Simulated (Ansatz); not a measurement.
# SiH5 (doublet): one geometry, many settings at distance Si1–H5 along a hydrogen transfer = 1.381 Å

Aim: run SiH5 (doublet) at one geometry under a spread of methods and options, and see what each costs and gives.

Computed with Ansatz 0.2.0, Gaussian basis. Level: the settings change from run to run.

10 further runs of the same task are left out: 1 for a mislabelled method, 8 that didn't finish, 1 set aside as unsound or not needed.

### Step 1. The geometry

The geometry derives from fragments relaxed apart (PBE0/def2-TZVP) and kept rigid, so it is no stationary point. A hydrogen atom is moved between rigid fragments.

6 atoms, charge 0, spin multiplicity 2.

Atoms are counted from 1 here; the program's logs count them from 0.

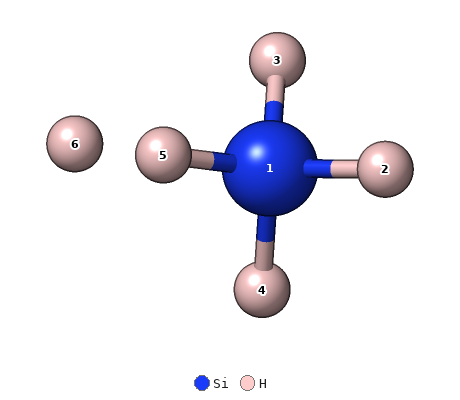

The structure; silicon blue, hydrogen pink; atoms are numbered from 1 in the order of the file.

### Step 2. MP2 on UHF/cc-pVDZ

in.yaml

```yaml
crystal:
  periodic: [false, false, false]
  atoms:
    - {symbol: Si, position_ang: [-0.073831, 0.000000, 0.000000]}
    - {symbol: H, position_ang: [-0.568702, 1.399708, 0.000000]}
    - {symbol: H, position_ang: [-0.568702, -0.699854, 1.212183]}
    - {symbol: H, position_ang: [-0.568702, -0.699854, -1.212183]}
    - {symbol: H, position_ang: [1.307169, 0.000000, 0.000000]}
    - {symbol: H, position_ang: [2.456169, 0.000000, 0.000000]}
basis:
  gaussian: {orbitals: cc-pVDZ}
magnetization: {spin_polarized: true, initial_magnetization: 1}
correlation: {method: mp2, electrons: outside_noble_gas}
```

Started as:

```console
> ansatz run in.yaml --threads 1 --pin off --events-out ev --progress --plain --max-ram 2393MiB
```

Log:

```text
Functional definition: HF
  name "HF"
  cite "Fock, Z. Phys. 61, 126 (1930) doi:10.1007/BF01340294"
  parent pbe
  exchange = exact_x
  correlation = 0
397 factors; integrals over basis functions are off by at most 1.4e-3 eV
mean field evaluation 1: about -7936.6135 eV, gradient 8.5e0 eV
mean field evaluation 2: about -7936.6356 eV, gradient 8.6e0 eV
mean field evaluation 4: about -7937.7618 eV, gradient 1.0e0 eV
mean field evaluation 8: about -7937.7873 eV, gradient 8.8e-4 eV
mean field -7937.78733184 eV, -291.7083040197 hartree, gradient 7.8e-6 eV, S^2 0.758178; 0 other end points of the search recorded, 0 dependent functions left out
5 core orbitals not correlated: weight in the atoms' cores, before any rotation towards them, 1.000 or more for the frozen orbitals, at most 0.000 for the correlated occupied ones
reference -7937.78733184 eV, -291.7083040197 hartree; 5, 4 occupied and 33, 34 virtual orbitals, 397 factors
second order -3.36278055 eV of doubles, -0.00000000 eV of singles
Total energy: -7941.15011239 eV, -291.8318839254 hartree
```

Wall time 0.24 s (1 thread of Intel Xeon Platinum 8488C, shared host).

From the report: ⟨S²⟩ of the determinant 0.758 (pure doublet: 0.75).

### Step 3. BCCD on UHF/cc-pVDZ

Edit in.yaml of step 2 so:

```diff
@@ -10,4 +10,5 @@
 basis:
-  gaussian: {orbitals: cc-pVDZ}
+  gaussian: {orbitals: cc-pVDZ, fitting: {mean_field: def2-universal-jkfit}, point_charges: [{charge: -0.50, position_ang: [6.556, -0.982, -0.391]}]}
 magnetization: {spin_polarized: true, initial_magnetization: 1}
-correlation: {method: mp2, electrons: outside_noble_gas}
+correlation: {method: bccd, electrons: valence}
+scf: {lower_state_search: off}
```

Same command.

Log, cut to the lines that bear on the results:

```text
Functional definition: HF
  name "HF"
  cite "Fock, Z. Phys. 61, 126 (1930) doi:10.1007/BF01340294"
  parent pbe
[...]
218 factors; integrals over basis functions are off by at most 3.8e-1 eV
[...]
mean field -7937.75808707 eV, -291.7072292943 hartree, gradient 1.9e-6 eV, S^2 0.758361; 0 other end points of the search recorded, 0 dependent functions left out
5 core orbitals not correlated: weight in the atoms' cores, before any rotation towards them, 1.000 or more for the frozen orbitals, at most 0.000 for the correlated occupied ones
reference -7937.75808707 eV, -291.7072292943 hartree; 5, 4 occupied and 33, 34 virtual orbitals, 218 factors
second order -3.34858398 eV of doubles, -0.00000000 eV of singles
cycle   1  -4.01739267 eV  change   -6.7e-1 eV  update   5.8e-2
[...]
cycle  10  -4.25391936 eV  change   -3.6e-6 eV  update   3.8e-6
Total energy: -7942.01200643 eV, -291.8635579472 hartree
Checks for a lower state left out: stability, starts, cluster_reference, orbital_swaps, neighbouring_geometries, increment
```

It took 0.51 s on 1 thread of Intel Xeon Platinum 8488C, shared host.

From the report: ⟨S²⟩ of the determinant 0.758 (pure doublet: 0.75); correlation -4.2539 eV; largest double amplitude 0.03.

### Step 4. CCSD(T) on UHF/6-31G*

Edit in.yaml of step 3 so:

```diff
@@ -10,5 +10,6 @@
 basis:
-  gaussian: {orbitals: cc-pVDZ, fitting: {mean_field: def2-universal-jkfit}, point_charges: [{charge: -0.50, position_ang: [6.556, -0.982, -0.391]}]}
+  gaussian: {orbitals: "6-31G*"}
 magnetization: {spin_polarized: true, initial_magnetization: 1}
-correlation: {method: bccd, electrons: valence}
+correlation: {method: ccsd_t, electrons: outside_noble_gas}
 scf: {lower_state_search: off}
+output: {forces: true}
```

The command is unchanged.

Log, cut to the lines that bear on the results:

```text
Functional definition: HF
  name "HF"
  cite "Fock, Z. Phys. 61, 126 (1930) doi:10.1007/BF01340294"
  parent pbe
[...]
325 factors; integrals over basis functions are off by at most 7.6e-4 eV
[...]
mean field -7937.26329331 eV, -291.6890459590 hartree, gradient 3.0e-6 eV, S^2 0.757455; 0 other end points of the search recorded, 0 dependent functions left out
5 core orbitals not correlated: weight in the atoms' cores, before any rotation towards them, 1.000 or more for the frozen orbitals, at most 0.000 for the correlated occupied ones
reference -7937.26329331 eV, -291.6890459590 hartree; 5, 4 occupied and 19, 20 virtual orbitals, 325 factors
second order -2.30628243 eV of doubles, -0.00000000 eV of singles
cycle   1  -2.79397811 eV  change   -4.9e-1 eV  update   5.6e-2
[...]
cycle  10  -3.02194147 eV  change   -3.2e-6 eV  update   2.8e-6
perturbative correction -0.05654819 eV, -0.0020781077 hartree
[...]
Total energy: -7940.34178298 eV, -291.8021783676 hartree
Atom 0 at    -0.073831     0.000000     0.000000 Å, force    -3.762390    -0.000004    -0.000000 eV/Å
Atom 1 at    -0.568702     1.399708     0.000000 Å, force    -0.053818     0.148410     0.000000 eV/Å
Atom 2 at    -0.568702    -0.699854     1.212183 Å, force    -0.053816    -0.074203     0.128522 eV/Å
Atom 3 at    -0.568702    -0.699854    -1.212183 Å, force    -0.053816    -0.074203    -0.128522 eV/Å
Atom 4 at     1.307169     0.000000     0.000000 Å, force     2.478181    -0.000000     0.000000 eV/Å
Atom 5 at     2.456169     0.000000     0.000000 Å, force     1.445660     0.000000    -0.000000 eV/Å
Dipole moment:    -0.074916     0.000000    -0.000000 e Å
Checks for a lower state left out: starts, cluster_reference, orbital_swaps, neighbouring_geometries, increment
```

Run time: 0.91 s. Hardware: 1 thread of Intel Xeon Platinum 8488C, shared host.

From the report: ⟨S²⟩ of the determinant 0.757 (pure doublet: 0.75); correlation -3.0785 eV; T1 0.015; largest double amplitude 0.04.

### Step 5. CCSD(T) on ROHF/cc-pVDZ

Edit in.yaml of step 4 so:

```diff
@@ -10,6 +10,5 @@
 basis:
-  gaussian: {orbitals: "6-31G*"}
-magnetization: {spin_polarized: true, initial_magnetization: 1}
+  gaussian: {orbitals: cc-pVDZ}
+magnetization: {spin_polarized: false, initial_magnetization: 1}
 correlation: {method: ccsd_t, electrons: outside_noble_gas}
-scf: {lower_state_search: off}
-output: {forces: true}
+accuracy: high
```

Same command.

Log, cut to the lines that bear on the results:

```text
Functional definition: HF
  name "HF"
  cite "Fock, Z. Phys. 61, 126 (1930) doi:10.1007/BF01340294"
  parent pbe
[...]
975 factors; integrals over basis functions are off by at most 3.7e-9 eV
[...]
mean field -7937.71043610 eV, -291.7054781534 hartree, gradient 2.0e-8 eV, S^2 0.750000; 0 other end points of the search recorded, 0 dependent functions left out
[...]
5 core orbitals not correlated: weight in the atoms' cores, before any rotation towards them, 1.000 or more for the frozen orbitals, at most 0.000 for the correlated occupied ones
reference -7937.71043610 eV, -291.7054781534 hartree; 5, 4 occupied and 33, 34 virtual orbitals, 975 factors
second order -3.38703700 eV of doubles, -0.04518825 eV of singles
cycle   1  -4.09127087 eV  change   -6.6e-1 eV  update   5.8e-2
[...]
cycle  21  -4.33925288 eV  change  -5.4e-10 eV  update  6.5e-10
perturbative correction -0.07698354 eV, -0.0028290929 hartree
Total energy: -7942.12667252 eV, -291.8677718484 hartree
```

Wall time 2 s (1 thread of Intel Xeon Platinum 8488C, shared host).

From the report: correlation -4.4162 eV; T1 0.020; largest double amplitude 0.03.

### Step 6. BCCD(T) on UHF/cc-pVDZ

Edit in.yaml of step 5 so:

```diff
@@ -11,4 +11,4 @@
   gaussian: {orbitals: cc-pVDZ}
-magnetization: {spin_polarized: false, initial_magnetization: 1}
-correlation: {method: ccsd_t, electrons: outside_noble_gas}
+magnetization: {spin_polarized: true, initial_magnetization: 1}
+correlation: {method: bccd_t, electrons: valence}
 accuracy: high
```

Launched as before.

Log, cut to the lines that bear on the results:

```text
Functional definition: HF
  name "HF"
  cite "Fock, Z. Phys. 61, 126 (1930) doi:10.1007/BF01340294"
  parent pbe
[...]
975 factors; integrals over basis functions are off by at most 3.7e-9 eV
[...]
mean field -7937.78737391 eV, -291.7083055657 hartree, gradient 6.3e-8 eV, S^2 0.758178; 0 other end points of the search recorded, 0 dependent functions left out
5 core orbitals not correlated: weight in the atoms' cores, before any rotation towards them, 1.000 or more for the frozen orbitals, at most 0.000 for the correlated occupied ones
reference -7937.78737391 eV, -291.7083055657 hartree; 5, 4 occupied and 33, 34 virtual orbitals, 975 factors
second order -3.36281194 eV of doubles, -0.00000000 eV of singles
cycle   1  -4.02681184 eV  change   -6.6e-1 eV  update   5.7e-2
[...]
cycle  21  -4.26066692 eV  change  -1.5e-10 eV  update  4.6e-10
perturbative correction -0.07906801 eV, -0.0029056958 hartree
Total energy: -7942.12710884 eV, -291.8677878828 hartree
```

Wall time 2.7 s (1 thread of Intel Xeon Platinum 8488C, shared host).

From the report: ⟨S²⟩ of the determinant 0.758 (pure doublet: 0.75); correlation -4.3397 eV; largest double amplitude 0.03.

### Step 7. CCSD(T)/cc-pVDZ

Edit in.yaml of step 6 so:

```diff
@@ -12,3 +12,5 @@
 magnetization: {spin_polarized: true, initial_magnetization: 1}
-correlation: {method: bccd_t, electrons: valence}
-accuracy: high
+hamiltonian: {xc: {name: PBE}}
+correlation: {method: ccsd_t, electrons: valence}
+scf: {omitted_lower_state_checks: [cluster_reference]}
+output: {forces: true}
```

Same command.

Log, cut to the lines that bear on the results:

```text
Functional definition: PBE
  name "PBE"
  cite "Perdew, Burke & Ernzerhof, Phys. Rev. Lett. 77, 3865 (1996) doi:10.1103/PhysRevLett.77.3865"
  parent pbe
[...]
397 factors; integrals over basis functions are off by at most 1.4e-3 eV
[...]
mean field -7950.82194163 eV, -292.1873170942 hartree, gradient 2.8e-6 eV, S^2 0.752461; 0 other end points of the search recorded, 0 dependent functions left out
5 core orbitals not correlated: weight in the atoms' cores, before any rotation towards them, 1.000 or more for the frozen orbitals, at most 0.000 for the correlated occupied ones
reference -7937.32591888 eV, -291.6913474060 hartree; 5, 4 occupied and 33, 34 virtual orbitals, 397 factors
second order -3.60461072 eV of doubles, -0.24935364 eV of singles
cycle   1  -4.43704028 eV  change   -5.8e-1 eV  update   5.0e-2
[...]
cycle  10  -4.63647874 eV  change   -1.2e-6 eV  update   1.5e-6
perturbative correction -0.08676799 eV, -0.0031886646 hartree
[...]
Total energy: -7942.04916561 eV, -291.8649235218 hartree
Atom 0 at    -0.073831     0.000000     0.000000 Å, force    -3.758815    -0.000003    -0.000000 eV/Å
Atom 1 at    -0.568702     1.399708     0.000000 Å, force    -0.047077     0.152352     0.000000 eV/Å
Atom 2 at    -0.568702    -0.699854     1.212183 Å, force    -0.047077    -0.076174     0.131937 eV/Å
Atom 3 at    -0.568702    -0.699854    -1.212183 Å, force    -0.047077    -0.076174    -0.131936 eV/Å
Atom 4 at     1.307169     0.000000     0.000000 Å, force     2.780066    -0.000000     0.000000 eV/Å
Atom 5 at     2.456169     0.000000     0.000000 Å, force     1.119979     0.000000     0.000000 eV/Å
Dipole moment:    -0.095079     0.000000     0.000000 e Å
Checks for a lower state left out: cluster_reference
```

Run time: 2.9 s. Hardware: 1 thread of Intel Xeon Platinum 8488C, shared host.

From the report: ⟨S²⟩ of the determinant 0.752 (pure doublet: 0.75); correlation -4.7232 eV; T1 0.025; largest double amplitude 0.03. The orbitals are Kohn-Sham ones, so correlation energy and T1 don't compare with those on Hartree-Fock orbitals.

### Step 8. CCSD(T) on ROHF/cc-pVDZ

Edit in.yaml of step 7 so:

```diff
@@ -11,6 +11,4 @@
   gaussian: {orbitals: cc-pVDZ}
-magnetization: {spin_polarized: true, initial_magnetization: 1}
-hamiltonian: {xc: {name: PBE}}
-correlation: {method: ccsd_t, electrons: valence}
-scf: {omitted_lower_state_checks: [cluster_reference]}
+magnetization: {spin_polarized: false, initial_magnetization: 1}
+correlation: {method: ccsd_t, electrons: all}
 output: {forces: true}
```

Launched as before.

Log, cut to the lines that bear on the results:

```text
Functional definition: HF
  name "HF"
  cite "Fock, Z. Phys. 61, 126 (1930) doi:10.1007/BF01340294"
  parent pbe
[...]
397 factors; integrals over basis functions are off by at most 1.4e-3 eV
[...]
mean field -7937.71039411 eV, -291.7054766101 hartree, gradient 1.2e-6 eV, S^2 0.750000; 0 other end points of the search recorded, 0 dependent functions left out
[...]
reference -7937.71039411 eV, -291.7054766101 hartree; 10, 9 occupied and 33, 34 virtual orbitals, 397 factors
second order -3.58985544 eV of doubles, -0.04521218 eV of singles
cycle   1  -4.28442834 eV  change   -6.5e-1 eV  update   5.8e-2
[...]
cycle  10  -4.53206122 eV  change   -3.0e-6 eV  update   3.5e-6
perturbative correction -0.08302398 eV, -0.0030510752 hartree
[...]
Total energy: -7942.32547931 eV, -291.8750778631 hartree
Atom 0 at    -0.073831     0.000000     0.000000 Å, force    -3.762009    -0.000004    -0.000000 eV/Å
Atom 1 at    -0.568702     1.399708     0.000000 Å, force    -0.040708     0.136913    -0.000000 eV/Å
Atom 2 at    -0.568702    -0.699854     1.212183 Å, force    -0.040707    -0.068455     0.118566 eV/Å
Atom 3 at    -0.568702    -0.699854    -1.212183 Å, force    -0.040707    -0.068455    -0.118566 eV/Å
Atom 4 at     1.307169     0.000000     0.000000 Å, force     2.768895    -0.000000     0.000000 eV/Å
Atom 5 at     2.456169     0.000000     0.000000 Å, force     1.115236     0.000000    -0.000000 eV/Å
Dipole moment:    -0.095523     0.000000     0.000000 e Å
```

Run time: 6 s. Hardware: 1 thread of Intel Xeon Platinum 8488C, shared host.

From the report: correlation -4.6151 eV; T1 0.014; largest double amplitude 0.03.

### Step 9. The runs in one table

Where basis and cores are those of an earlier UCCSDT(Q)/cc-pVDZ run (-7942.1471 eV), and the state is the same kind, the miss against it is given.

```tsv
level	correlated	functions	energy (eV)	from UCCSDT(Q) (meV)	time
MP2 on UHF/cc-pVDZ	outside noble gas	43	-7941.1501	997.0	0.24 s
BCCD on UHF/cc-pVDZ (beside a point charge)	valence	43	-7942.0120		0.51 s
CCSD(T) on UHF/6-31G*	outside noble gas	29	-7940.3418		0.91 s
CCSD(T) on ROHF/cc-pVDZ	outside noble gas	43	-7942.1267	20.4	2 s
BCCD(T) on UHF/cc-pVDZ	valence	43	-7942.1271	20.0	2.7 s
CCSD(T)/cc-pVDZ (on PBE orbitals)	valence	43	-7942.0492	98.0	2.9 s
CCSD(T) on ROHF/cc-pVDZ	all	43	-7942.3255		6 s
```

### Step 10. Results

```
quantity                         value
    runs                             7
quickest    MP2 on UHF/cc-pVDZ, 0.24 s
 slowest  CCSD(T) on ROHF/cc-pVDZ, 6 s
```

What this shows: Total energies in different bases, with other cores or another treatment of relativity can't be set against each other. CCSD(T) on ROHF/cc-pVDZ took 25 times as long as MP2 on UHF/cc-pVDZ; the jobs differ in more than the method. Among the correlated runs with a miss given, it spans +20 to +997 meV. Cores frozen from Kohn-Sham orbitals shift the total energy.
